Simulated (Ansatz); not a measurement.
The starting structures come from a database of crystals and need not be the phases stable at ambient conditions.

 Where the default PAW files enter, the runs use the earlier of Ansatz's two default sets.

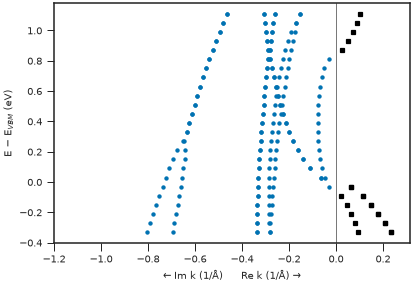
Complex bands at the centre of the two-dimensional zone; PBEsol (Ansatz, an electronic-structure program)

No gap correction and no spin-orbit coupling; mid-gap values are interpolated between computed energies.

### Question
This is Zn(InTe2)2 (I-4, not sure to be the ambient phase, 7 atoms a cell, 34.4 Å³ an atom) along the normal of (001). Read off the slowest decay at the centre of the two-dimensional zone at 0.45 eV, the computed energy nearest the middle of the gap.

### Answer
κ ≈ 0.08 1/Å, a decay length 1/(2κ) of the density of 6.4 Å.
